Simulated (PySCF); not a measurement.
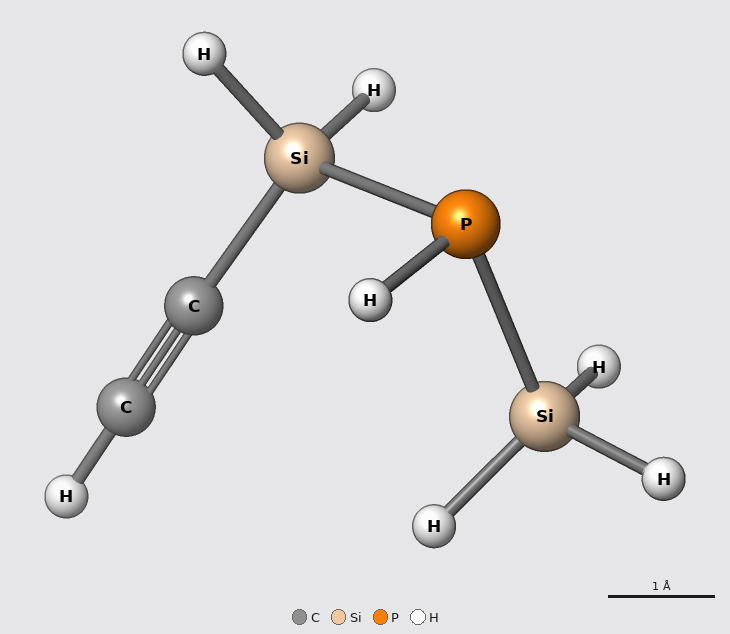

Rendered structure (ball-and-stick style).

**Count the atoms of each element.**

C2H7PSi2, 12 atoms: 2 carbon, 7 hydrogen, 1 phosphorus and 2 silicon.

**Give a SMILES string for it.**

C#C[SiH2]P[SiH3]

More results for the same structure follow; atom numbers are the same in all pictures, views and colours differ. Computed geometry: PBE0-D3(BJ)/def2-SVP optimisation. No frequency run is at hand to confirm it as a minimum.

Geometry

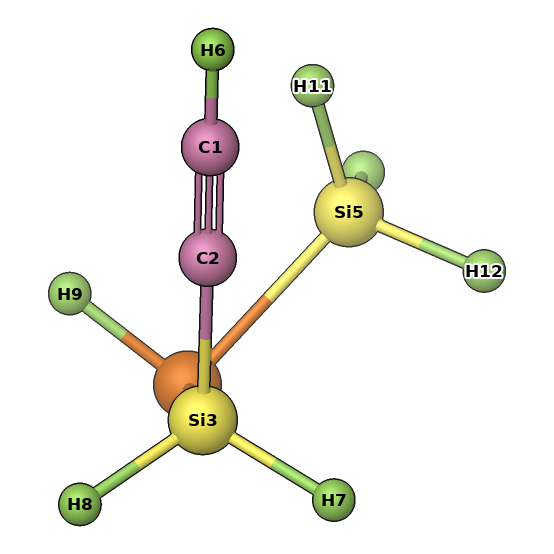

P4 lies behind Si3. The molecule seen nearly along the Si3–P4 bond, Si3 in front. Atoms fade into the background with distance from the viewer. No frequency run is at hand to confirm it as a minimum.

**What is the torsion angle C2–Si3–P4–Si5? The sign is positive where the front bond must turn clockwise to cover the back bond.**

44°, synclinal (gauche).

Levels of theory compared

No frequency run is at hand to confirm it as a minimum. Program: PySCF 2.14.0.

Tabulate HOMO energy (eV) at these levels: BHandHLYP/aug-pcX-1 (pcseg-1 on H) (def2-SVPD on Si) (def2-SVPD on P); PBE0/def2-SVPD; PBE0/def2-SVPD in chloroform (IEF-PCM); PBE0/pcSseg-1 in chloroform (IEF-PCM).

```json
{"level": "BHandHLYP/aug-pcX-1 (pcseg-1 on H) (def2-SVPD on Si) (def2-SVPD on P)", "HOMO energy (eV)": "−8.35"}
{"level": "PBE0/def2-SVPD", "HOMO energy (eV)": "−7.42"}
{"level": "PBE0/def2-SVPD in chloroform (IEF-PCM)", "HOMO energy (eV)": "−7.41"}
{"level": "PBE0/pcSseg-1 in chloroform (IEF-PCM)", "HOMO energy (eV)": "−7.45"}
```

Polarisability

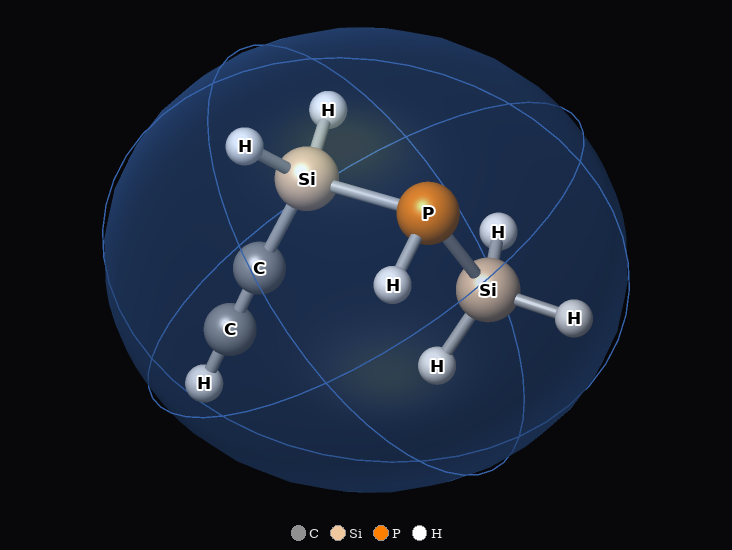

The ellipsoid shows the static dipole polarisability: its half-axes are proportional to the principal values. No frequency run is at hand to confirm it as a minimum. Method: PBE0/def2-SVPD (PySCF 2.14.0).

**How large and how anisotropic is the polarisability?**

Principal values 85.7, 113.6, 121.7 bohr³; mean 107.0 bohr³ (15.85 Å³); anisotropy 32.8 bohr³, so the longest axis is 1.42 times the shortest.

NMR shielding

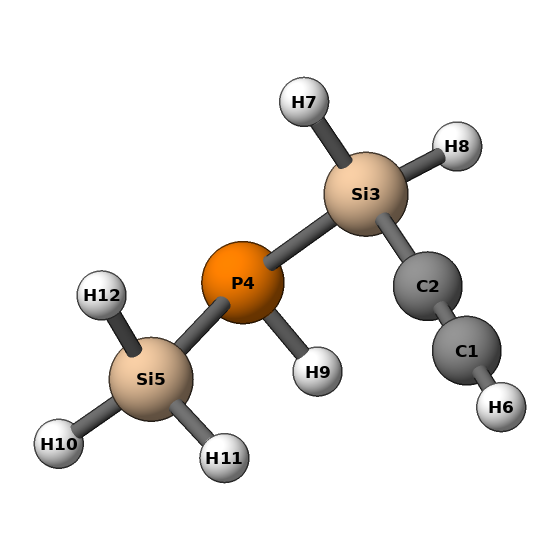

No frequency run is at hand to confirm it as a minimum. Properties computed with GIAO PBE0/pcSseg-1 NMR shielding, non-relativistic, IEF-PCM chloroform (PySCF 2.14.0). Principal shieldings σ11 ≤ σ22 ≤ σ33, span Ω = σ33 − σ11, skew κ = 3(σiso − σ22)/Ω.

Give the shielding tensors of the P atoms.

```tsv
atom	σ11	σ22	σ33	σiso	Ω	κ
P4	577.1	594.0	715.6	628.9	138.6	0.76
```

Shieldings and span in ppm.

Charges

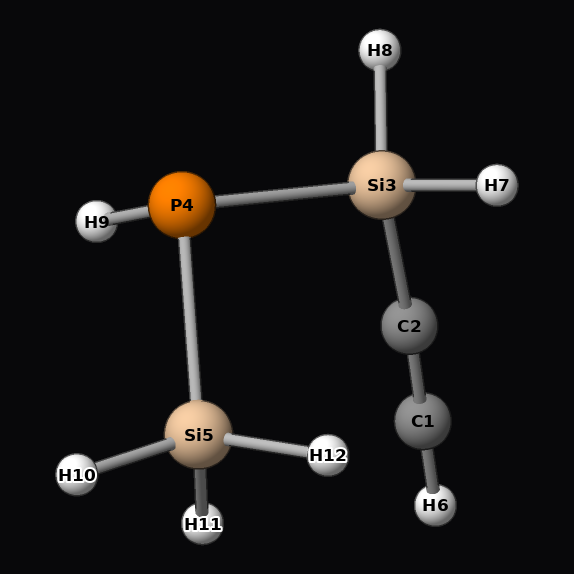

The questions are on IAO charges. No frequency run is at hand to confirm it as a minimum. Properties computed with PBE0/pcSseg-1 in chloroform (IEF-PCM) (PySCF 2.14.0).

List the IAO charges.

```tsv
atom	value (e)
C1	−0.18
C2	−0.35
Si3	0.59
P4	−0.23
Si5	0.41
H6	0.22
H7	−0.09
H8	−0.09
H9	0.02
H10	−0.09
H11	−0.10
H12	−0.10
```
